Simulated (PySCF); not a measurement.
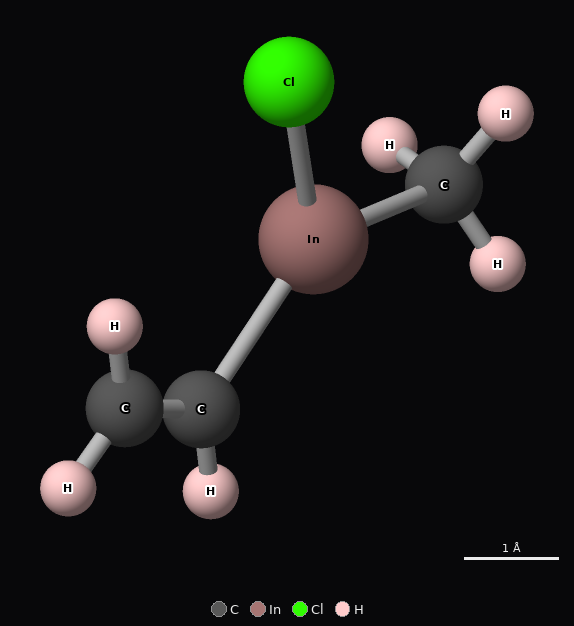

Fig. 1: The structure (ball-and-stick view, seen at a tilt). Sticks mark near contacts. Bond lengths as drawn: Cl–In 2.32 Å, C–C 1.32 Å, C–H 1.08 to 1.09 Å and C–In 2.23 to 2.25 Å.

# Energy and gradient calculation, with input and output: C3H6ClIn

- system: C3H6ClIn, SMILES C=[CH][In]([CH3])[Cl]
- method: HF/def2-SVP, RHF, core potentials def2-svp (PySCF 2.14.0)

The geometry comes from this level: GFN2-xTB.

Log
```
converged SCF energy = -765.590152790978
E = -765.5901527910 Eh
--------------- RHF gradients ---------------
         x                y                z
0 C     0.0016298925    -0.0081783997     0.0020086401
1 C     0.0026198434     0.0284661378     0.0138751334
2 In    -0.0104426401     0.0102399608    -0.0285552332
3 C     0.0010396643    -0.0203530237     0.0015330200
4 Cl     0.0062574613    -0.0076219248     0.0161752408
5 H     0.0000720991    -0.0019608359     0.0002761004
6 H    -0.0002405290    -0.0012703769    -0.0014271252
7 H    -0.0005902146    -0.0036184440    -0.0023850590
8 H     0.0005019248     0.0012212124    -0.0003697504
9 H    -0.0000241948     0.0022787566    -0.0001843771
10 H    -0.0008233070     0.0007969374    -0.0009465899
----------------------------------------------
**** MO energy ****
MO #1   energy= -104.745803626845  occ= 2
MO #2   energy= -11.2440540193001  occ= 2
MO #3   energy= -11.2370089306985  occ= 2
MO #4   energy= -11.2333243434785  occ= 2
MO #5   energy= -10.50828263241    occ= 2
MO #6   energy= -7.98265421743243  occ= 2
MO #7   energy= -7.98070394192908  occ= 2
MO #8   energy= -7.98054180977948  occ= 2
MO #9   energy= -5.39874032782853  occ= 2
MO #10  energy= -3.65994260450751  occ= 2
MO #11  energy= -3.65431209719136  occ= 2
MO #12  energy= -3.64922035452858  occ= 2
MO #13  energy= -1.07645402971379  occ= 2
MO #14  energy= -1.05089559036755  occ= 2
MO #15  energy= -1.04464830550735  occ= 2
MO #16  energy= -1.04028298297774  occ= 2
MO #17  energy= -1.0389866267813   occ= 2
MO #18  energy= -1.01583205243082  occ= 2
MO #19  energy= -0.996470806044236 occ= 2
MO #20  energy= -0.910160086837699 occ= 2
MO #21  energy= -0.76103027152584  occ= 2
MO #22  energy= -0.630023940750663 occ= 2
MO #23  energy= -0.576847960345171 occ= 2
MO #24  energy= -0.560129176174327 occ= 2
MO #25  energy= -0.558165056013055 occ= 2
MO #26  energy= -0.516917419091761 occ= 2
MO #27  energy= -0.435040015314741 occ= 2
MO #28  energy= -0.431760673065261 occ= 2
MO #29  energy= -0.415554850178395 occ= 2
MO #30  energy= -0.385279599526003 occ= 2
MO #31  energy= -0.369808370051465 occ= 2
MO #32  energy= 0.0483777023267279 occ= 0
MO #33  energy= 0.0988653248067055 occ= 0
MO #34  energy= 0.131203949916843  occ= 0
MO #35  energy= 0.167963848006843  occ= 0
MO #36  energy= 0.17040802877576   occ= 0
MO #37  energy= 0.211844531379124  occ= 0
MO #38  energy= 0.243935647130031  occ= 0
MO #39  energy= 0.247450161742218  occ= 0
MO #40  energy= 0.258794774502909  occ= 0
MO #41  energy= 0.273806743917748  occ= 0
MO #42  energy= 0.298406758371764  occ= 0
MO #43  energy= 0.315322797585661  occ= 0
MO #44  energy= 0.317289968228432  occ= 0
MO #45  energy= 0.375240056729864  occ= 0
MO #46  energy= 0.398439421671361  occ= 0
MO #47  energy= 0.477811253023927  occ= 0
MO #48  energy= 0.48952096766756   occ= 0
MO #49  energy= 0.518485141115316  occ= 0
MO #50  energy= 0.568629810904468  occ= 0
MO #51  energy= 0.597296411619803  occ= 0
MO #52  energy= 0.624429152307257  occ= 0
MO #53  energy= 0.663629415390926  occ= 0
MO #54  energy= 0.691244714291615  occ= 0
MO #55  energy= 0.718504890045805  occ= 0
MO #56  energy= 0.739329872276108  occ= 0
MO #57  energy= 0.750228886867241  occ= 0
MO #58  energy= 0.775705168327716  occ= 0
MO #59  energy= 0.84617757681488   occ= 0
MO #60  energy= 0.851615474341278  occ= 0
MO #61  energy= 0.873083103284315  occ= 0
MO #62  energy= 0.896612271828898  occ= 0
MO #63  energy= 0.908673376833577  occ= 0
MO #64  energy= 0.923654150651022  occ= 0
MO #65  energy= 0.931029994606996  occ= 0
MO #66  energy= 0.932965618223045  occ= 0
MO #67  energy= 0.960767624293665  occ= 0
MO #68  energy= 0.992500893632509  occ= 0
MO #69  energy= 1.08345069232875   occ= 0
MO #70  energy= 1.08468945658791   occ= 0
MO #71  energy= 1.09942133843039   occ= 0
MO #72  energy= 1.11033594900391   occ= 0
MO #73  energy= 1.1291536505843    occ= 0
MO #74  energy= 1.16055490085515   occ= 0
MO #75  energy= 1.21358564553791   occ= 0
MO #76  energy= 1.25449132150688   occ= 0
MO #77  energy= 1.29650865090339   occ= 0
MO #78  energy= 1.39266668861122   occ= 0
MO #79  energy= 1.44651379402414   occ= 0
MO #80  energy= 1.47563690333296   occ= 0
MO #81  energy= 1.52386505485218   occ= 0
MO #82  energy= 1.53561603387099   occ= 0
MO #83  energy= 1.56531063978631   occ= 0
MO #84  energy= 1.75902613297738   occ= 0
MO #85  energy= 1.79615966250867   occ= 0
MO #86  energy= 1.87102037480995   occ= 0
MO #87  energy= 1.92056838356144   occ= 0
MO #88  energy= 1.97327241294962   occ= 0
MO #89  energy= 2.00105421737353   occ= 0
MO #90  energy= 2.01981817438739   occ= 0
MO #91  energy= 2.0339843222135    occ= 0
MO #92  energy= 2.09322808594211   occ= 0
MO #93  energy= 2.11132384411596   occ= 0
MO #94  energy= 2.1604013469072    occ= 0
MO #95  energy= 2.27055357517964   occ= 0
MO #96  energy= 2.28548255920431   occ= 0
MO #97  energy= 2.31351981699809   occ= 0
MO #98  energy= 2.39289283456117   occ= 0
MO #99  energy= 2.50063952012361   occ= 0
MO #100 energy= 2.6262041194733    occ= 0
MO #101 energy= 2.62859871915887   occ= 0
MO #102 energy= 2.68454298372184   occ= 0
MO #103 energy= 2.75248556448384   occ= 0
MO #104 energy= 2.75798121879636   occ= 0
MO #105 energy= 2.80712636773974   occ= 0
MO #106 energy= 3.0600574558896    occ= 0
MO #107 energy= 3.10009408276144   occ= 0
MO #108 energy= 3.16560750626314   occ= 0
MO #109 energy= 3.274223435609     occ= 0
MO #110 energy= 3.27520073033015   occ= 0
MO #111 energy= 3.33371117758934   occ= 0
MO #112 energy= 3.59140909475131   occ= 0
MO #113 energy= 16.4194309005546   occ= 0
MO #114 energy= 17.377964867273    occ= 0
MO #115 energy= 17.6941991664657   occ= 0
MO #116 energy= 61.6700616958543   occ= 0
 ** Mulliken atomic charges  **
charge of    0C =     -0.16788
charge of    1C =     -0.73671
charge of    2In =      1.99068
charge of    3C =     -0.84636
charge of    4Cl =     -0.78457
charge of    5H =      0.09319
charge of    6H =      0.08574
charge of    7H =      0.08915
charge of    8H =      0.09160
charge of    9H =      0.09552
charge of   10H =      0.08964
Dipole moment(X, Y, Z, Debye):  0.95547, -0.99353,  2.69264
```

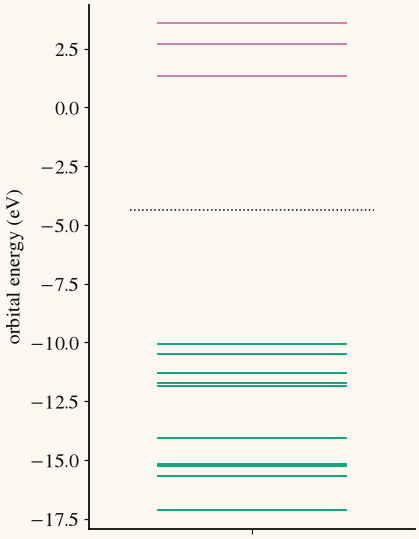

Fig. 2: Orbital energies near the frontier; the dotted line parts filled from empty levels, and levels within 0.02 eV of each other stand side by side. Highest filled −10.06 eV, lowest empty 1.32 eV, 11.38 eV apart.

The run was set up as follows.

Input file (job.py)
```python
from pyscf import gto

mol = gto.M(
    atom='''
C        0.014210       2.565890       0.676420
C        0.297790       1.317290       0.994130
In      -0.110330      -0.323360      -0.466960
C        0.030980      -2.564730      -0.421160
Cl      -0.861830       0.479920      -2.512590
H       -0.414150       2.821900      -0.285750
H        0.193720       3.396100       1.351290
H        0.723730       1.062720       1.957720
H       -0.901310      -2.968560      -0.029350
H        0.162830      -2.884390      -1.453330
H        0.864350      -2.902780       0.189580
''',
    basis='def2-svp',
    ecp={'In': 'def2-svp'},
    charge=0,
    max_memory=1860,
    verbose=3,
)

mf = mol.RHF()
mf.conv_tol = 1e-10
mf.kernel()
if not mf.converged:
    mf = mf.newton().run(mf.mo_coeff, mf.mo_occ)

e_final = mf.e_tot
print('E = %.10f Eh' % e_final)
grad = mf.nuc_grad_method().kernel()
mf.analyze()
```

Run as:
```bash
OMP_NUM_THREADS=1 python job.py
```

Summary

```csv
quantity,value
outcome,converged
total energy,−765.590153 hartree
basis functions,116
largest force,1.650 eV/Å
HOMO,−10.06 eV
LUMO,1.32 eV
dipole moment,3.02 D
hardware,"1 thread of AMD EPYC (Zen 5), 16 GiB of memory available, shared host"
wall time,9.3 s
peak memory,0.29 GiB
```
